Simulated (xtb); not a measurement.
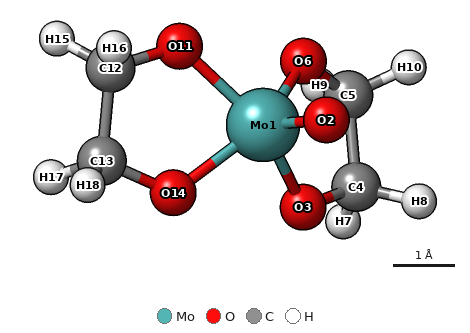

Figure 1. The structure as given in the input (ball-and-stick view, seen at a tilt; atoms are numbered from 1 in the order of the input). Sticks mark near contacts. Bond lengths as drawn: C–C 1.56 Å, C–H 1.11 Å, C–O 1.39 Å and Mo–O 1.67 to 1.94 Å.

# Frequency calculation of C4H8MoO5 (charge −1) (part 1 of 2)

System: C4H8MoO5, charge −1, multiplicity 2, SMILES [O]=[Mo-]12([O]CC[O]1)[O]CC[O]2.
Method: GFN1-xTB (xtb 6.7.1).

The geometry was optimised with GFN1-xTB.

Input file (mol.xyz)
```
18
C4H8MoO5
Mo     0.00195     0.00183     0.68914
O      0.00669     0.00627     2.36154
O      1.84494     0.12265     0.11102
C      2.42288     1.36519    -0.10292
C      1.28309     2.40323    -0.32302
O      0.07843     1.81197     0.03131
H      3.09251     1.34274    -0.98698
H      3.04404     1.66784     0.76651
H      1.26232     2.72328    -1.38574
H      1.47378     3.31205     0.28401
O     -1.84433    -0.12209     0.12226
C     -2.42343    -1.36583    -0.08140
C     -1.28486    -2.40478    -0.30341
O     -0.07827    -1.81179     0.04134
H     -3.09876    -1.34815    -0.96122
H     -3.03886    -1.66401     0.79362
H     -1.27017    -2.72955    -1.36481
H     -1.47196    -3.31088     0.30875
```

File xtb.inp
```
$hess
   sccacc=1
$end
```

Launch command:
```bash
xtb mol.xyz -c -1 --uhf 1 -I xtb.inp --hess --gfn 1 --parallel 1 | tee out.txt
```

What the program printed
```
* xtb version 6.7.1
   ID    Z sym.   atoms
    1   42 Mo     1
    2    8 O      2, 3, 6, 11, 14
    3    6 C      4, 5, 12, 13
    4    1 H      7-10, 15-18

           -------------------------------------------------
          |                Calculation Setup                |
           -------------------------------------------------

          program call               : xtb mol.xyz -c -1 --uhf 1 -I xtb.inp --hess --gfn 1 --parallel 1
          coordinate file            : mol.xyz
          omp threads                :                     1

molecular fragmentation (1/2 indicates fragments):
111111121211111212
# atoms in fragment 1/2:    14     4
 fragment masses (1/2) :      228.03        4.03
CMA distance (Bohr)    :   0.235
constraining FC (au)   :  0.0500

           -------------------------------------------------
          |                 G F N 1 - x T B                 |
           -------------------------------------------------

      * Hamiltonian:
        H0-scaling (s, p, d)           1.850000    2.250000    2.000000
        zeta-weighting                 0.000000
      * Dispersion:
        s8                             2.400000
        a1                             0.630000
        a2                             5.000000
        s9                             0.000000
      * Repulsion:
        kExp                           1.500000
        rExp                           1.000000
      * Coulomb:
        alpha                          2.000000
        third order                    atomic
        anisotropic                    false
      * Halogen bond correction:
        rad-scale                      1.300000
        damping                        0.440000

          ...................................................
          :                      SETUP                      :
          :.................................................:
          :  # basis functions                  62          :
          :  # atomic orbitals                  61          :
          :  # shells                           37          :
          :  # electrons                        61          :
          :  # halogen bonds                     0          :
          :  max. iterations                   250          :
          :  Hamiltonian                  GFN1-xTB          :
          :  restarted?                      false          :
          :  GBSA solvation                  false          :
          :  PC potential                    false          :
          :  electronic temp.          300.0000000     K    :
          :  accuracy                    1.0000000          :
          :  -> integral cutoff          0.2500000E+02      :
          :  -> integral neglect         0.1000000E-07      :
          :  -> SCF convergence          0.1000000E-05 Eh   :
          :  -> wf. convergence          0.2000000E-04 e    :
          :  Broyden damping             0.4000000          :
          :  net charge                         -1          :
          :  unpaired electrons                  1          :
          ...................................................

 iter      E             dE          RMSdq      gap      omega  full diag
   1    -38.8461502 -0.388462E+02  0.840E+00    2.36       0.0  T
   2    -38.9630790 -0.116929E+00  0.484E+00    2.56       1.0  T
   3    -38.9606908  0.238817E-02  0.152E+00    2.44       1.0  T
   4    -38.9625056 -0.181475E-02  0.421E-01    2.59       1.0  T
   5    -38.9667491 -0.424358E-02  0.633E-02    2.51       1.0  T
   6    -38.9668245 -0.753928E-04  0.693E-03    2.52       3.4  T
   7    -38.9668250 -0.451076E-06  0.381E-03    2.52       6.2  T
   8    -38.9668250 -0.275075E-07  0.721E-04    2.52      32.7  T
   9    -38.9668250 -0.931559E-08  0.141E-04    2.52     166.8  T
  10    -38.9668250 -0.423938E-09  0.118E-05    2.52    1996.0  T

   *** convergence criteria satisfied after 10 iterations ***

         #    Occupation            Energy/Eh            Energy/eV
      -------------------------------------------------------------
         1        2.0000           -0.5969195             -16.2430
       ...           ...                  ...                  ...
        25        2.0000           -0.2910635              -7.9202
        26        2.0000           -0.2759174              -7.5081
        27        2.0000           -0.2756504              -7.5008
        28        2.0000           -0.2689173              -7.3176
        29        2.0000           -0.2657840              -7.2324
        30        2.0000           -0.2648131              -7.2059
        31        1.0000           -0.1289050              -3.5077 (HOMO)
        32                         -0.0363692              -0.9897 (LUMO)
        33                         -0.0225356              -0.6132
        34                         -0.0024232              -0.0659
        35                          0.0247581               0.6737
        36                          0.0272233               0.7408
       ...                                ...                  ...
        61                          1.0244277              27.8761
      -------------------------------------------------------------
                  HL-Gap            0.0925358 Eh            2.5180 eV
             Fermi-level           -0.1397481 Eh           -3.8027 eV

 SCC (total)                   0 d,  0 h,  0 min,  0.086 sec
 SCC setup                      ...        0 min,  0.000 sec (  0.372%)
 Dispersion                     ...        0 min,  0.000 sec (  0.217%)
 classical contributions        ...        0 min,  0.000 sec (  0.077%)
 integral evaluation            ...        0 min,  0.014 sec ( 15.805%)
 iterations                     ...        0 min,  0.027 sec ( 30.818%)
 molecular gradient             ...        0 min,  0.045 sec ( 51.788%)
 printout                       ...        0 min,  0.001 sec (  0.873%)

         :::::::::::::::::::::::::::::::::::::::::::::::::::::
         ::                     SUMMARY                     ::
         :::::::::::::::::::::::::::::::::::::::::::::::::::::
         :: total energy             -38.755510475486 Eh    ::
         :: gradient norm              0.000046620184 Eh/a0 ::
         :: HOMO-LUMO gap              2.518027583501 eV    ::
         ::.................................................::
         :: SCC energy               -38.966825024442 Eh    ::
         :: -> electrostatic           0.464581046375 Eh    ::
         :: repulsion energy           0.219515121152 Eh    ::
         :: dispersion energy         -0.008200572195 Eh    ::
         :: halogen bond corr.         0.000000000000 Eh    ::
         :: add. restraining           0.000000000000 Eh    ::
         :: total charge              -1.000000000000 e     ::
         :::::::::::::::::::::::::::::::::::::::::::::::::::::

           -------------------------------------------------
          |                Numerical Hessian                |
           -------------------------------------------------
step length          :   0.00500
SCC accuracy         :   1.00000
Hessian scale factor :   1.00000
frozen atoms in %    :   0.00000    0
RMS gradient         :   0.00005
estimated CPU  time      0.08 min

writing file <hessian>.

 projected vibrational frequencies (cm⁻¹)
eigval :       -0.00    -0.00    -0.00    -0.00     0.00     0.00
eigval :       31.06    48.67    78.43   117.07   133.62   161.52
eigval :      245.24   245.43   263.19   327.84   354.30   413.32
eigval :      431.21   532.17   549.12   676.42   695.08   847.46
eigval :      848.88   926.34   927.41   951.12  1108.68  1112.35
eigval :     1118.56  1124.24  1143.03  1146.15  1259.45  1259.53
eigval :     1271.39  1271.64  1342.22  1343.26  1345.17  1346.26
eigval :     1505.53  1505.56  1511.84  1513.88  2832.00  2832.20
eigval :     2846.96  2847.41  2857.09  2857.61  2863.63  2867.36
           -------------------------------------------------
          |                Property Printout                |
           -------------------------------------------------

    * Orbital Energies and Occupations

         #    Occupation            Energy/Eh            Energy/eV
      -------------------------------------------------------------
         1        2.0000           -0.5969196             -16.2430
       ...           ...                  ...                  ...
        19        2.0000           -0.3657660              -9.9530
        20        2.0000           -0.3121623              -8.4944
        21        2.0000           -0.3116980              -8.4817
        22        2.0000           -0.3116577              -8.4806
        23        2.0000           -0.3059657              -8.3258
        24        2.0000           -0.2953020              -8.0356
        25        2.0000           -0.2910634              -7.9202
        26        2.0000           -0.2759175              -7.5081
        27        2.0000           -0.2756504              -7.5008
        28        2.0000           -0.2689173              -7.3176
        29        2.0000           -0.2657840              -7.2324
        30        2.0000           -0.2648131              -7.2059
        31        1.0000           -0.1289051              -3.5077 (HOMO)
        32                         -0.0363692              -0.9897 (LUMO)
        33                         -0.0225356              -0.6132
        34                         -0.0024233              -0.0659
        35                          0.0247581               0.6737
        36                          0.0272232               0.7408
        37                          0.0347045               0.9444
        38                          0.0363339               0.9887
        39                          0.0531647               1.4467
        40                          0.0543259               1.4783
        41                          0.0928591               2.5268
        42                          0.0931930               2.5359
       ...                                ...                  ...
        61                          1.0244276              27.8761
      -------------------------------------------------------------
                  HL-Gap            0.0925358 Eh            2.5180 eV
             Fermi-level           -0.1397481 Eh           -3.8027 eV

  Mulliken/CM5 charges         n(s)   n(p)   n(d)
     1Mo    1.67912  2.42914   0.555  0.978  2.787
     2O    -0.74930 -0.98102   1.718  5.031  0.000
     3O    -0.63856 -0.80817   1.683  4.955  0.000
     4C     0.19815  0.11841   0.983  2.819  0.000
     5C     0.19778  0.11821   0.983  2.819  0.000
     6O    -0.63569 -0.80762   1.683  4.952  0.000
     7H    -0.02670  0.03358   1.027  0.000  0.000
     8H    -0.01604  0.04454   1.016  0.000  0.000
     9H    -0.02186  0.03873   1.022  0.000  0.000
    10H    -0.02198  0.03825   1.022  0.000  0.000
    11O    -0.63857 -0.80817   1.683  4.955  0.000
    12C     0.19815  0.11840   0.983  2.819  0.000
    13C     0.19778  0.11822   0.983  2.819  0.000
    14O    -0.63570 -0.80762   1.683  4.952  0.000
    15H    -0.02671  0.03357   1.027  0.000  0.000
    16H    -0.01602  0.04457   1.016  0.000  0.000
    17H    -0.02185  0.03874   1.022  0.000  0.000
    18H    -0.02200  0.03824   1.022  0.000  0.000

Wiberg/Mayer (AO) data.
largest (>0.10) Wiberg bond orders for each atom

 ---------------------------------------------------------------------------
     #   Z sym  total        # sym  WBO       # sym  WBO       # sym  WBO
```
